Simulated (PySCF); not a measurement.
# Geometry relaxation of AlH

System: AlH, SMILES [AlH].
Method: PBE0/def2-SVPD, RKS (PySCF 2.14.0).

The geometry comes from this level: GFN2-xTB. Figures and captions count atoms from 1; the log counts them from 0 in places.

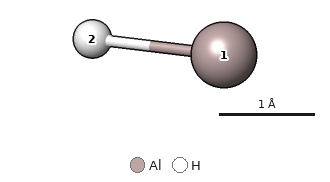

**Figure 1.** The input geometry (ball-and-stick view, seen at a tilt; atoms are numbered from 1 in the order of the input). Sticks mark near contacts.

### Summary

```csv
quantity,value
outcome,converged
total energy,−242.775702 hartree
basis functions,32
HOMO,−5.80 eV
LUMO,−1.78 eV
dipole moment,0.06 D
hardware,"1 thread of Arm Neoverse V1, 24 GiB of memory available, shared host"
wall time,5.4 s
peak memory,0.3 GiB
```

### Input (calc.py)
```python
from pyscf import gto, dft
from pyscf.geomopt.geometric_solver import kernel as optimise

molecule = gto.Mole()
molecule.atom = 'geometry.xyz'
molecule.charge = 0
molecule.max_memory = 1860
molecule.verbose = 3
molecule.basis = 'def2-svpd'
molecule.build()

calc0 = dft.RKS(molecule)
calc0.xc = 'pbe0'
calc0.conv_tol = 1e-10
calc0.grids.level = 4
converged, mol_eq = optimise(calc0, maxsteps=60, convergence_set='GAU_TIGHT')
print('converged:', converged)
print(mol_eq.tostring())

calc0.reset(mol_eq)
molecule = mol_eq
calc0.kernel()
if not calc0.converged:
    calc0 = calc0.newton().run(calc0.mo_coeff, calc0.mo_occ)
energy = calc0.e_tot
print(f'total energy: {energy:.8f} hartree')
```

### File geometry.xyz
```
2

Al     0.000000     0.000000     0.000000
H      0.000000     0.000000     1.613470
```

Command:
```bash
OMP_NUM_THREADS=1 python calc.py
```

### The program's output
```
#|     Arguments passed to driver run_optimizer():      |#
convergence_set           GAU_TIGHT
customengine              <pyscf.geomopt.geometric_solver.PySCFEngine object>
maxiter                   60
----------------------------------------------------------
Custom engine selected.
Bonds will be generated from interatomic distances less than 1.20 times sum of covalent radii
6 internal coordinates being used (instead of 6 Cartesians)
Internal coordinate system (atoms numbered from 1):
Distance 1-2
Translation-X 1-2
Translation-Y 1-2
Translation-Z 1-2
Rotation-A 1-2
Rotation-B 1-2
Rotation-C 1-2
<class 'geometric.internal.Distance'> : 1
<class 'geometric.internal.TranslationX'> : 1
<class 'geometric.internal.TranslationY'> : 1
<class 'geometric.internal.TranslationZ'> : 1
<class 'geometric.internal.RotationA'> : 1
<class 'geometric.internal.RotationB'> : 1
<class 'geometric.internal.RotationC'> : 1
> ===== Optimization Info: ====
> Job type: Energy minimization
> Maximum number of optimization cycles: 60
> Initial / maximum trust radius (Angstrom): 0.100 / 0.300
> Convergence Criteria:
> Will converge when all 5 criteria are reached:
>  |Delta-E| < 1.00e-06
>  RMS-Grad  < 1.00e-05
>  Max-Grad  < 1.50e-05
>  RMS-Disp  < 4.00e-05
>  Max-Disp  < 6.00e-05
> === End Optimization Info ===

Geometry optimization cycle 1
Cartesian coordinates (Angstrom)
 Atom        New coordinates             dX        dY        dZ
  Al   0.000000   0.000000   0.000000    0.000000  0.000000  0.000000
   H   0.000000   0.000000   1.613470    0.000000  0.000000 -0.000000

WARN: Mole.unit (angstrom) is changed to Bohr

converged SCF energy = -242.775137514263
--------------- RKS_Scanner gradients ---------------
         x                y                z
0 Al     0.0000000000     0.0000000000     0.0114799957
1 H     0.0000000000    -0.0000000000    -0.0114800605
----------------------------------------------
cycle 1: E = -242.775137514  dE = -242.775  norm(grad) = 0.0162352
Step    0 : Gradient = 1.148e-02/1.148e-02 (rms/max) Energy = -242.7751375143
Hessian Eigenvalues: 5.00000e-02 5.00000e-02 5.00000e-02 ... 5.00000e-02 5.00000e-02 1.27172e-01

Geometry optimization cycle 2
Cartesian coordinates (Angstrom)
 Atom        New coordinates             dX        dY        dZ
  Al  -0.000000  -0.000000  -0.023884   -0.000000 -0.000000 -0.023884
   H   0.000000   0.000000   1.637356    0.000000  0.000000  0.023886
converged SCF energy = -242.77569495067
--------------- RKS_Scanner gradients ---------------
         x                y                z
0 Al     0.0000000000     0.0000000000     0.0011973538
1 H    -0.0000000000    -0.0000000000    -0.0011973688
----------------------------------------------
cycle 2: E = -242.775694951  dE = -0.000557436  norm(grad) = 0.00169332
Step    1 : Displace = 2.388e-02/2.388e-02 (rms/max) Trust = 1.000e-01 (=) Grad = 1.197e-03/1.197e-03 (rms/max) E (change) = -242.7756949507 (-5.574e-04) Quality = 1.076
Hessian Eigenvalues: 5.00000e-02 5.00000e-02 5.00000e-02 ... 5.00000e-02 5.00000e-02 1.13908e-01

Geometry optimization cycle 3
Cartesian coordinates (Angstrom)
 Atom        New coordinates             dX        dY        dZ
  Al  -0.000000  -0.000000  -0.026665   -0.000000 -0.000000 -0.002781
   H   0.000000   0.000000   1.640137    0.000000  0.000000  0.002781
converged SCF energy = -242.775701869375
--------------- RKS_Scanner gradients ---------------
         x                y                z
0 Al     0.0000000000    -0.0000000000     0.0001230707
1 H     0.0000000000     0.0000000000    -0.0001230854
----------------------------------------------
cycle 3: E = -242.775701869  dE = -6.9187e-06  norm(grad) = 0.000174059
Step    2 : Displace = 2.781e-03/2.781e-03 (rms/max) Trust = 1.414e-01 (+) Grad = 1.231e-04/1.231e-04 (rms/max) E (change) = -242.7757018694 (-6.919e-06) Quality = 1.099
Hessian Eigenvalues: 5.00000e-02 5.00000e-02 5.00000e-02 ... 5.00000e-02 5.00000e-02 1.02199e-01

Geometry optimization cycle 4
Cartesian coordinates (Angstrom)
 Atom        New coordinates             dX        dY        dZ
  Al  -0.000000   0.000000  -0.026984   -0.000000  0.000000 -0.000318
   H   0.000000  -0.000000   1.640456    0.000000 -0.000000  0.000319
converged SCF energy = -242.775701944345
--------------- RKS_Scanner gradients ---------------
         x                y                z
0 Al    -0.0000000000    -0.0000000000     0.0000015216
1 H     0.0000000000     0.0000000000    -0.0000015363
----------------------------------------------
cycle 4: E = -242.775701944  dE = -7.49705e-08  norm(grad) = 2.16232e-06
Step    3 : Displace = 3.186e-04/3.186e-04 (rms/max) Trust = 2.000e-01 (+) Grad = 1.529e-06/1.536e-06 (rms/max) E (change) = -242.7757019443 (-7.497e-08) Quality = 1.012
Hessian Eigenvalues: 5.00000e-02 5.00000e-02 5.00000e-02 ... 5.00000e-02 5.00000e-02 1.00930e-01

Geometry optimization cycle 5
Cartesian coordinates (Angstrom)
 Atom        New coordinates             dX        dY        dZ
  Al  -0.000000   0.000000  -0.026988    0.000000  0.000000 -0.000004
   H   0.000000  -0.000000   1.640460   -0.000000 -0.000000  0.000004
converged SCF energy = -242.775701944356
--------------- RKS_Scanner gradients ---------------
         x                y                z
0 Al     0.0000000000    -0.0000000000     0.0000000325
1 H    -0.0000000000    -0.0000000000    -0.0000000473
----------------------------------------------
cycle 5: E = -242.775701944  dE = -1.10845e-11  norm(grad) = 5.73584e-08
```

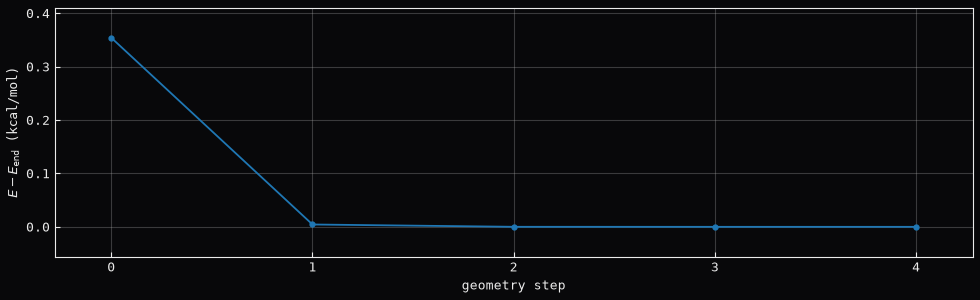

**Figure 2.** Progress of the relaxation, step by step (steps are counted from 0).

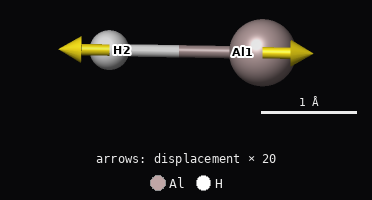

**Figure 3.** The starting structure with the displacements as yellow arrows, magnified 20 times (ball-and-stick view, seen at a tilt). The two geometries are laid on each other by the best rigid fit. The energy falls by 0.35 kcal/mol in 4 geometry steps. Largest force component: 0.59 eV/Å at the start, under 0.0001 eV/Å at the end. The largest moves after the best rigid fit, 0.027 Å, are those of Al1 and H2. By element the largest moves are Al 0.027 Å, H 0.027 Å. Among the contacts that change: Al1–H2 1.613 → 1.667 Å. (Atoms are counted from 1 in the order of the input.)

```
Step    4 : Displace = 4.008e-06/4.008e-06 (rms/max) Trust = 2.828e-01 (+) Grad = 4.056e-08/4.726e-08 (rms/max) E (change) = -242.7757019444 (-1.108e-11) Quality = 0.957
Hessian Eigenvalues: 5.00000e-02 5.00000e-02 5.00000e-02 ... 5.00000e-02 5.00000e-02 1.00930e-01
Converged! =D

converged: True
Al         -0.00000000        0.00000000       -0.02698756
H           0.00000000       -0.00000000        1.64045995
converged SCF energy = -242.775701944356
total energy: -242.77570194 hartree
```

### Trajectory as extended XYZ (Å, eV, eV/Å), 5 frames, from step=0 to step=4
```
2
Properties=species:S:1:pos:R:3:forces:R:3 step=0 energy=-6606.24804
Al    0.0000    0.0000    0.0000    0.0000   0.0000  -0.5903
H     0.0000    0.0000    1.6135    0.0000   0.0000   0.5903
2
Properties=species:S:1:pos:R:3:forces:R:3 step=1 energy=-6606.26321
Al    0.0000    0.0000   -0.0239    0.0000   0.0000  -0.0616
H     0.0000    0.0000    1.6374    0.0000   0.0000   0.0616
2
Properties=species:S:1:pos:R:3:forces:R:3 step=2 energy=-6606.26339
Al    0.0000    0.0000   -0.0267    0.0000   0.0000  -0.0063
H     0.0000    0.0000    1.6401    0.0000   0.0000   0.0063
2
Properties=species:S:1:pos:R:3:forces:R:3 step=3 energy=-6606.26340
Al    0.0000    0.0000   -0.0270    0.0000   0.0000  -0.0001
H     0.0000    0.0000    1.6405    0.0000   0.0000   0.0001
2
Properties=species:S:1:pos:R:3:forces:R:3 step=4 energy=-6606.26340
Al    0.0000    0.0000   -0.0270    0.0000   0.0000   0.0000
H     0.0000    0.0000    1.6405    0.0000   0.0000   0.0000
```

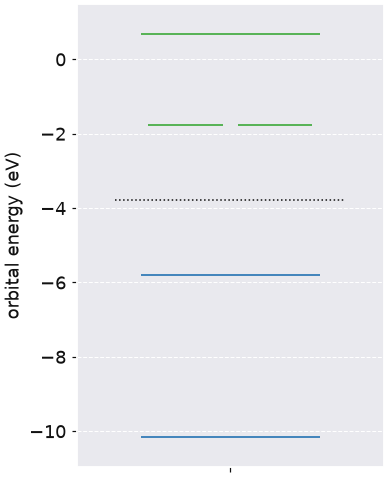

**Figure 4.** Orbital energies near the frontier; the dotted line parts filled from empty levels, and levels within 0.02 eV of each other stand side by side. Highest filled −5.80 eV, lowest empty −1.78 eV, 4.02 eV apart.
